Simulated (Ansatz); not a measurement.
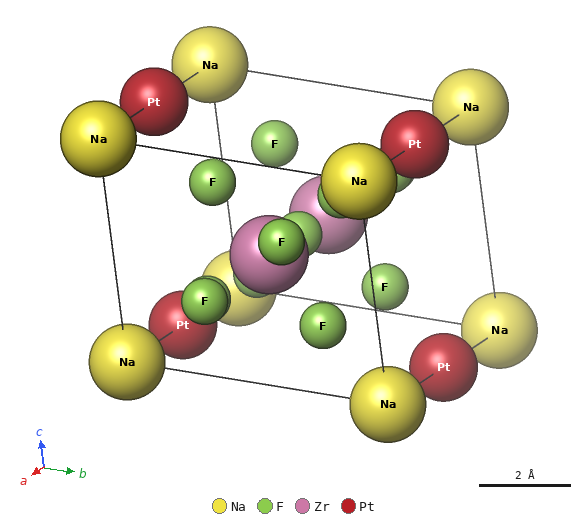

A spheres-only rendering, viewed slightly off an axis. Thin lines show the simulation cell, with boundary atoms drawn in all their periodic places.

```
CELL_PARAMETERS angstrom
5.82104 -2.00320 5.01129
-0.80958 5.77514 0.00000
-2.20681 -2.00320 5.01129
ATOMIC_POSITIONS crystal
Na 0.00000 0.00000 0.00000
F 0.34790 0.73960 0.26080
F 0.65210 0.26040 0.73920
F 0.50000 0.50000 0.50000
F 0.69850 0.20330 0.22040
F 0.30150 0.79670 0.77960
Zr 0.23130 0.49930 0.50070
Zr 0.76870 0.50070 0.49930
Pt 0.50000 0.00000 0.00000
F 0.99980 0.33440 0.33510
F 0.00020 0.66560 0.66490
F 0.30110 0.22070 0.20260
F 0.69890 0.77930 0.79740
F 0.10980 0.26620 0.73360
F 0.89020 0.73380 0.26640
```

Calculation details: Ansatz, DFT, PAW plane waves, PBE; a basis cut at 420 eV, a 3×4×4 mesh of k-points, Fermi-Dirac smearing of 0.1 eV, no spin polarisation.

**Give the Bader charge of each element.**

Na +0.92 e; Zr +2.80 e; Pt +1.26 e; F -0.75 to -0.68 e.

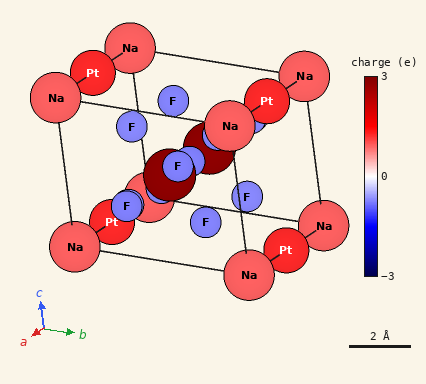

The atoms coloured by those charges.

The structure is a generated cell, made by putting these elements into a known structure type (the compound may or may not exist in this form); no relaxation was done. It was run through Ansatz as a DFT input.
